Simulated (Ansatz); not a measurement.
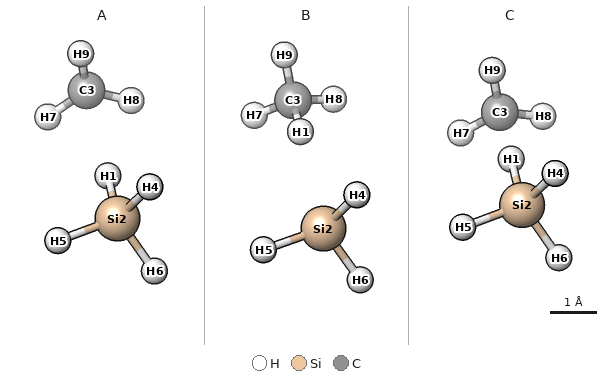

Three geometries of CH7Si (multiplicity 2): a saddle point and the two relaxed ends that it joins, in shuffled order. A ball-and-stick model, seen from a free direction. Sticks join atoms that are closer than about 1.2 times the sum of their covalent radii (a little more with hydrogen).

Stationary points at PBE0-D4/def2-TZVP, single-point energies with CCSD(T)/CBS (def2-TZVPP where no basis is named; Ansatz 0.2.0). The energies are electronic, without zero-point or thermal terms, and both ends are the relaxed geometries reached downhill from the saddle, with any fragments still in contact. CCSD(T)/CBS stands for a frozen-core estimate: MP2 correlation extrapolated from def2-TZVPP and def2-QZVPP, CCSD(T) minus MP2 from the smaller set.

Question: Which frame is the transition state, what reaction does it lead through, and what barrier is to be expected?

Answer: Frame C is the saddle point. Counted by bonded pieces, A holds CH₃ + SiH₄ and B holds CH₄ + SiH₃. From A over the saddle to B, a bond forms: H1–C3 (2.97 → 1.63 → 1.09 Å). A bond breaks: H1–Si2 (1.49 → 1.60 → 3.37 Å). The saddle has one imaginary mode, 792i cm⁻¹. The end A keeps a soft imaginary mode of 22i cm⁻¹, so it isn't quite a minimum. The end B keeps a soft imaginary mode of 36i cm⁻¹, so it isn't quite a minimum. With CCSD(T)/CBS the barrier is 8.8 kcal/mol from A and 24.5 kcal/mol from B, and B lies 15.7 kcal/mol below A. By Pauling bond orders of the changing bonds the saddle lies closer to A, the higher end, as Hammond's postulate suggests.
